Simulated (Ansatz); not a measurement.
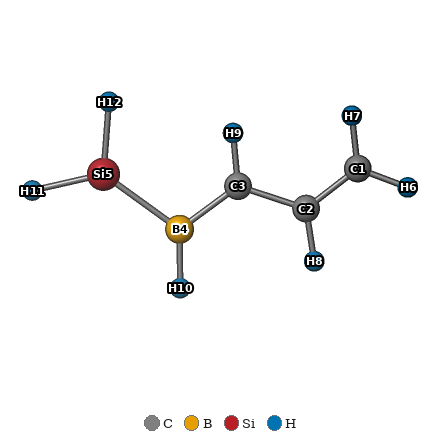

The system is C₃H₇BSi; the picture shows the reference structure. 
- First axis: dihedral C1–C2–C3–B4. Second axis: dihedral C3–B4–Si5–H11.
- Nothing is relaxed (all other coordinates rigid).
- Grid: 12 × 12 points.
- Points are written as (first, second).
- Energies are in eV, from the relaxed molecule at the same level.
- Theory: Ansatz 0.2.0, RHF/def2-SVP.

Its coordinates:

```xyz
12

C     1.4390   -2.0946    0.1508
C     0.3975   -1.4292   -0.3509
C     0.0583   -0.0591    0.0032
B    -1.0911    0.7065   -0.5336
Si   -1.0739    2.4242    0.2909
H     1.6549   -3.1143   -0.1417
H     2.1100   -1.6402    0.8708
H    -0.2487   -1.9222   -1.0689
H     0.7423    0.3808    0.7252
H    -1.8941    0.3069   -1.3318
H    -1.9910    3.5818    0.1536
H    -0.0262    2.8039    1.2662
```

Range: dihedral C1–C2–C3–B4 from −180 to 150°; dihedral C3–B4–Si5–H11 from −180 to 150°.

What will the energy surface look like?

The lowest grid point is at (−180°, −180°), 0.0003 eV from the relaxed molecule at the same level. Higher local minima lie near (−180°, 0°) (0.07 eV above the lowest at that grid point); (0°, −180°) (0.14 eV above the lowest at that grid point); (0°, 0°) (0.21 eV above the lowest at that grid point). The highest grid point, (90°, 90°), lies 1.24 eV above the lowest. On the interpolated surface the easiest way out of the lowest well to the well at (0°, −180°) passes a barrier of about 0.42 eV. Round the minimum the two coordinates are nearly uncoupled.

```csv
"dihedral C3–B4–Si5–H11 ↓, dihedral C1–C2–C3–B4 →",−180,−150,−120,−90,−60,−30,0,30,60,90,120,150
150,0.18,0.30,0.52,0.59,0.48,0.35,0.33,0.34,0.47,0.59,0.52,0.30
120,0.59,0.71,0.93,0.98,0.87,0.78,0.76,0.76,0.87,0.98,0.92,0.71
90,0.89,1.00,1.20,1.24,1.14,1.07,1.08,1.06,1.14,1.24,1.20,1.00
60,0.59,0.71,0.92,0.98,0.86,0.76,0.76,0.77,0.87,0.98,0.92,0.71
30,0.21,0.33,0.55,0.62,0.50,0.38,0.36,0.38,0.51,0.62,0.55,0.33
0,0.07,0.19,0.41,0.49,0.37,0.23,0.21,0.23,0.37,0.49,0.41,0.19
−30,0.24,0.36,0.58,0.65,0.53,0.41,0.38,0.40,0.53,0.65,0.58,0.36
−60,0.63,0.75,0.96,1.02,0.90,0.81,0.80,0.80,0.90,1.01,0.95,0.75
−90,0.88,0.99,1.19,1.24,1.13,1.06,1.07,1.07,1.14,1.24,1.20,1.00
−120,0.56,0.67,0.88,0.95,0.83,0.72,0.72,0.74,0.84,0.95,0.89,0.68
−150,0.15,0.27,0.49,0.56,0.44,0.32,0.30,0.33,0.45,0.57,0.50,0.28
−180,0.00,0.12,0.34,0.42,0.30,0.17,0.14,0.17,0.30,0.42,0.35,0.12
```

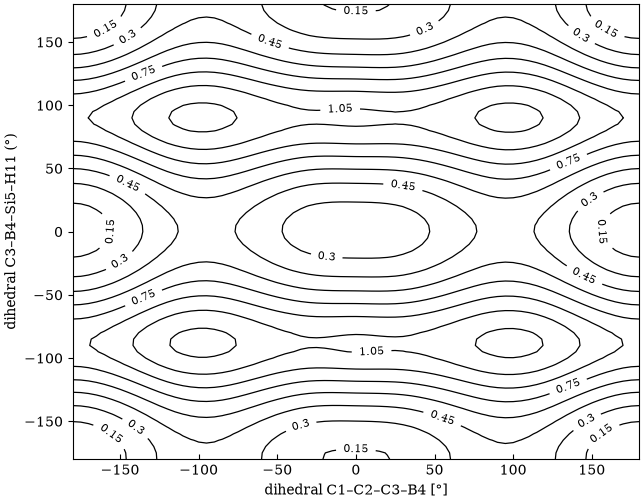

In the figure: contour lines labelled in eV. Between grid points the surface is interpolated.

Each point was launched as `ansatz run input.yaml --threads 1 --pin off --max-ram 2560MiB --backend cpu --events-out ev --progress --plain --runs-dir out`. The whole map (144 points run) took 7.5 min on 1 thread of Arm Neoverse V2, with other jobs on the host.
